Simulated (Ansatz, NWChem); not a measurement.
Abstraction of F: SnH3F + CH3O → SnH3 + CH3FO

Species: SnH3F `[F][SnH3]`, singlet; CH3O (hydroxymethyl radical) `[CH2]O`, doublet; SnH3 `[SnH3]`, doublet; CH3FO `OCF`, singlet. A radical takes F: the energy is the difference in strength between the Sn–F bond broken and the C–F bond made.

Shapes, held fixed at every level: PBE0-D4/def2-TZVP. Flexible molecules stand in one conformer, not always the lowest. Programs: Ansatz 0.2.0, NWChem 7.3.0. The zero-point and thermal change to 298 K, harmonic and unscaled (PBE0-D4/def2-TZVP), is +7.9 kJ/mol.

```csv
level,kind,ΔH(298 K) (kJ/mol),less CCSD(T)/def2-TZVPP
MP2/def2-SVP,perturbation theory,-13.8,-14.2
MP2/def2-TZVPP,perturbation theory,-0.7,-1.1
PBE0/def2-SVP,global hybrid,-24.8,-25.2
BHLYP-D4/def2-TZVPP,global hybrid,+9.4,+9.0
PBE0-D4/def2-TZVPP,global hybrid,-0.7,-1.1
B2PLYP/def2-TZVPP,double hybrid,+8.3,+7.9
CCSD/def2-SVP,coupled cluster or CI,-14.7,-15.1
CCSD(T)/def2-TZVPP,coupled cluster or CI,+0.4,0.0
```

The highest level, CCSD(T)/def2-TZVPP, gives ΔH(298 K) = +0.4 kJ/mol; the levels span -24.8 to +9.4. That is about zero within the method's error. They disagree on the sign: 3 of 8 are positive. The column of differences is taken from that level and isn't an error. No measured value is set beside it here. Open shells run unrestricted. For atoms past krypton def2 sets carry core potentials with scalar relativity. Outer-core shells of Sn are correlated, in sets that cover them unevenly.

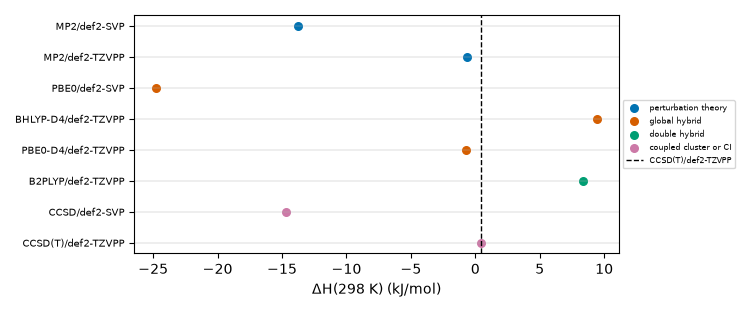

The values of the table, level by level.
